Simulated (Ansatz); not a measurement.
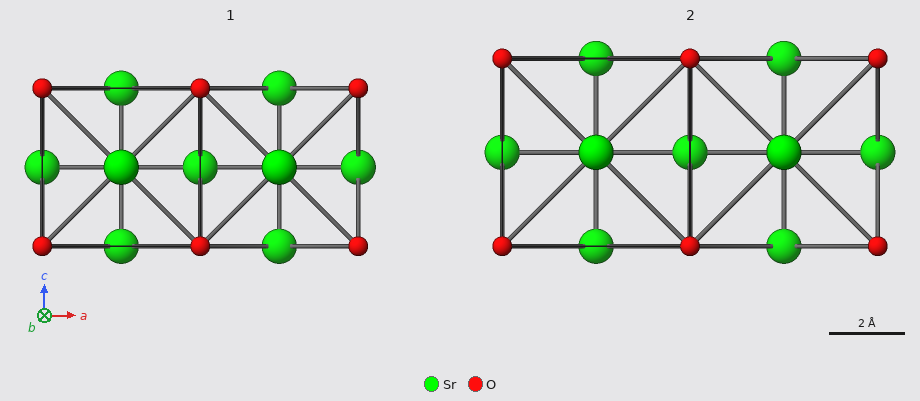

Two geometries of crystalline Sr3O2 (a generated structure, set up in Pm-3m) (coarse preliminary run), drawn at one scale. One is the start of a relaxation, the other its converged end. The picture is a ball-and-stick view of the cell of the calculation, repeated 2 × 1 × 1 with one cell outlined, seen along the b axis.

The calculation used DFT PBE, scalar-relativistic, plane waves, PAW (Ansatz 0.2.0). Set-up: plane-wave cutoff 420 eV; k-point mesh 4 × 4 × 4; occupations gaussian; smearing width 0.1 eV; no spin polarisation; cell and atoms relaxed; force threshold 0.04 eV/Å; at most 70 steps.

Which one is relaxed?

Structure 2 is the relaxed one. No atom moves by more than 0.005 Å relative to the cell. The volume changes by +67.8 %, with a = b = c 4.231 → 5.027 Å (+18.8 %). Near-neighbour distances that change, for instance: O–Sr 2.991 → 3.555 Å, Sr–Sr 2.991 → 3.555 Å, O–Sr 2.115 → 2.514 Å. The space group stays Pm-3m (No. 221). Over 6 accepted moves (8 points after the start) the energy falls by 1083 meV per atom. All forces vanish by symmetry, so only the cell relaxes. The pressure goes from 51.29 to −0.07 GPa. The SCF was repeated twice at an unchanged geometry on a basis and grid sized afresh for the cell, which shifted the energy by 96.1 meV per atom at most.

Limits of the set-up: the k-point mesh is coarse for a cell with partly filled bands.
